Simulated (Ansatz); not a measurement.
**SiF2 (SMILES F[Si]F): levels of theory compared**

We compute a comparison of 6 runs (UHF/STO-3G, BHLYP/STO-3G, HSE06/STO-3G, r2SCAN/STO-3G, revPBE/STO-3G, UMP2/STO-3G) of SiF2. 

The results are computed with Ansatz 0.2.0.

36 further runs of the same task are left out: 4 that didn't finish, 32 set aside as unsound or not needed.

## Step 1: The molecule

The species is SiF2 (3 atoms), meant as a singlet with charge 0. As SMILES, `F[Si]F`. The F2–Si1 distance was set to 3.235 Å, away from the relaxed value. At this shape a bond of the SMILES string is far longer than usual.

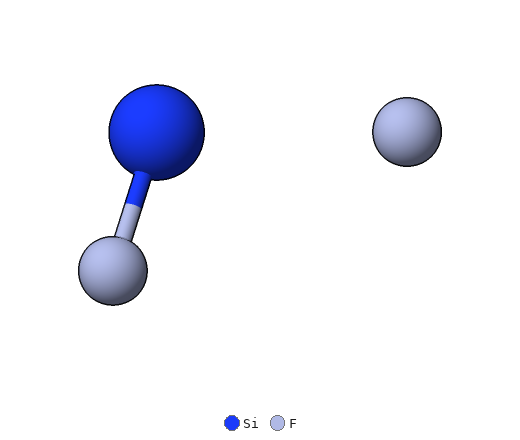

Viewed from a chosen angle; silicon blue, fluorine light blue.

## Step 2: The energy at UHF/STO-3G (run 1)

The input, input.yaml:

```yaml
crystal:
  periodic: [false, false, false]
  atoms:
    - symbol: Si
      position_ang: [-1.157500, 0.001980, -1.870190]
    - symbol: F
      position_ang: [1.165930, -0.017340, 0.380560]
    - symbol: F
      position_ang: [-2.331870, 0.034680, -0.761140]
basis:
  gaussian: {orbitals: STO-3G}
accuracy: high
hamiltonian: {xc: hf}
magnetization: {spin_polarized: true}
```

Command:

```bash
ansatz run input.yaml --threads 1 --pin off --max-ram 2610MiB --events-out events.jsonl --progress --plain --runs-dir runs
```

The log of the run:

```text
Warning: RAYON_NUM_THREADS=1 ignored (pool sized by the plan → 1); use --threads N
Functional definition: HF
  name "HF"
  exchange = exact_x
  correlation = 0
304 factors; integrals over basis functions are off by at most 2.4e-8 eV
mean field evaluation 1: about -13092.9922 eV, gradient 1.4e1 eV
mean field evaluation 2: about -13093.0181 eV, gradient 1.4e1 eV
mean field evaluation 4: about -13094.8249 eV, gradient 5.0e0 eV
mean field evaluation 8: about -13095.9665 eV, gradient 6.1e0 eV
mean field evaluation 16: about -13098.3367 eV, gradient 1.3e-5 eV
mean field evaluation 32: about -13096.2488 eV, gradient 6.8e0 eV
mean field evaluation 64: about -13103.7598 eV, gradient 1.2e-1 eV
mean field evaluation 96: about -13103.7600 eV, gradient 4.5e-2 eV
mean field evaluation 128: about -13103.7791 eV, gradient 2.1e-2 eV
mean field evaluation 160: about -13103.7355 eV, gradient 5.2e-2 eV
mean field evaluation 192: about -13103.7623 eV, gradient 5.9e-1 eV
mean field evaluation 224: about -13103.6638 eV, gradient 3.4e0 eV
mean field evaluation 256: about -13097.5742 eV, gradient 1.5e0 eV
mean field evaluation 288: about -13103.7544 eV, gradient 8.0e-1 eV
mean field evaluation 320: about -13103.7784 eV, gradient 8.8e-3 eV
mean field evaluation 352: about -13103.7608 eV, gradient 4.1e-2 eV
mean field evaluation 384: about -13103.7763 eV, gradient 1.4e-2 eV
mean field evaluation 416: about -13103.7407 eV, gradient 3.2e-1 eV
mean field evaluation 448: about -13097.5119 eV, gradient 5.6e0 eV
mean field -13103.78093611 eV, -481.5550673405 hartree, gradient 1.8e-8 eV, S^2 1.002504; 11 other end points of the search recorded, 0 dependent functions left out
reference -13103.78093611 eV, -481.5550673405 hartree; 16, 16 occupied and 3, 3 virtual orbitals, 304 factors
Total energy: -13103.78093611 eV, -481.5550673405 hartree
```

It took 0.97 s on 1 thread of Arm Neoverse V1, shared host.

## Step 3: A single-point energy at BHLYP/STO-3G (run 2)

input.yaml: that of step 2 with these lines changed.

```diff
@@ -10,5 +10,6 @@
 basis:
-  gaussian: {orbitals: STO-3G}
+  gaussian:
+    orbitals: STO-3G
+hamiltonian:
+  xc: {name: BHLYP}
 accuracy: high
-hamiltonian: {xc: hf}
-magnetization: {spin_polarized: true}
```

Command:

```bash
ansatz run input.yaml --threads 1 --pin off --max-ram 2610MiB --events-out events.jsonl --progress --plain --runs-dir runs
```

The log of the run:

```text
Warning: RAYON_NUM_THREADS=1 ignored (pool sized by the plan → 1); use --threads N
Functional definition: BHLYP
  name "BHLYP"
  parameter a = 0.5
  exchange = (1 - a)*b88_x + a*exact_x
  correlation = lyp_c
304 factors; integrals over basis functions are off by at most 2.4e-8 eV
mean field evaluation 1: about -13124.8282 eV, gradient 2.0e1 eV
mean field evaluation 2: about -12763.9979 eV, gradient 3.3e1 eV
mean field evaluation 4: about -13126.5284 eV, gradient 9.5e0 eV
mean field evaluation 8: about -13126.5286 eV, gradient 9.5e0 eV
mean field evaluation 16: about -13132.1010 eV, gradient 3.8e-4 eV
mean field evaluation 32: about -13132.0133 eV, gradient 2.1e0 eV
mean field -13132.10103403 eV, -482.5958117427 hartree, gradient 5.4e-9 eV, S^2 0.000000; 4 other end points of the search recorded, 0 dependent functions left out
reference -13132.10104856 eV, -482.5958122767 hartree; 16, 16 occupied and 3, 3 virtual orbitals, 304 factors
Total energy: -13132.10104856 eV, -482.5958122767 hartree
```

It took 1.2 s on 1 thread of Arm Neoverse V1, shared host; peak memory 0.089 GiB.

Runs 3 to 5 aren't shown in full; the table further down has their settings and results.

## Step 4: The energy at UMP2/STO-3G (run 6)

The input, run.yaml:

```yaml
crystal:
  periodic: [false, false, false]
  atoms:
    - {symbol: Si, position_ang: [-1.157500, 0.001980, -1.870190]}
    - {symbol: F, position_ang: [1.165930, -0.017340, 0.380560]}
    - {symbol: F, position_ang: [-2.331870, 0.034680, -0.761140]}
basis:
  gaussian:
    orbitals: STO-3G
magnetization:
  spin_polarized: true
  initial_magnetization: 0
correlation:
  method: mp2
  frozen_orbitals: {F: 1, Si: 5}
accuracy: high
```

Command:

```bash
ansatz run run.yaml --threads 1 --pin off --max-ram 2610MiB --events-out events.jsonl --progress --plain --runs-dir runs
```

The log of the run (excerpt; [...] marks lines left out):

```text
Warning: RAYON_NUM_THREADS=1 ignored (pool sized by the plan → 1); use --threads N
Functional definition: HF
  name "HF"
[...]
304 factors; integrals over basis functions are off by at most 2.4e-8 eV
[...]
mean field -13103.78093611 eV, -481.5550673405 hartree, gradient 1.5e-8 eV, S^2 1.002504; 18 other end points of the search recorded, 0 dependent functions left out
7 core orbitals not correlated: weight in the atoms' cores, before any rotation towards them, 1.000 or more for the frozen orbitals, at most 0.000 for the correlated occupied ones
reference -13103.78093611 eV, -481.5550673405 hartree; 9, 9 occupied and 3, 3 virtual orbitals, 304 factors
second order -1.12853622 eV of doubles, -0.00000000 eV of singles
Total energy: -13104.90947233 eV, -481.5965402815 hartree
```

Wall time 0.95 s (1 thread of Arm Neoverse V1, shared host).

## Step 5: Overview of the runs

```
run          level  frozen core orbitals  energy (Eh)  wall time
  1     UHF/STO-3G                     –  -481.555067     0.97 s
  2   BHLYP/STO-3G                     –  -482.595812      1.2 s
  3   HSE06/STO-3G                     –  -482.383792      2.7 s
  4  r2SCAN/STO-3G                     –  -482.629801      8.7 s
  5  revPBE/STO-3G                     –  -482.601289      2.9 s
  6    UMP2/STO-3G                     7  -481.596540     0.95 s
```

## Step 6: What came out

| quantity | value |
| --- | --- |
| run 6: total energy | -481.59654 Eh |
| run 6: correlation energy (7 core orbitals frozen) | -41.5 mEh |
| run 6: ⟨S²⟩ of the reference determinant | 1.003 |

What this shows: Totals of different functionals can't be ranked against each other. In runs 1, 2, 3, 4, 5, 6 the basis is minimal, so the values are rough. In runs 2, 3, 4, 5 a closed-shell determinant meets a far-stretched bond, which it describes badly. Spin contamination of the reference: run 6 ⟨S²⟩ = 1.00, run 1 ⟨S²⟩ = 1.00. Where it is this large, the reference is a mixture of spin states, and values that rest on it are in doubt. All runs together took 18 s, the longest 8.7 s.
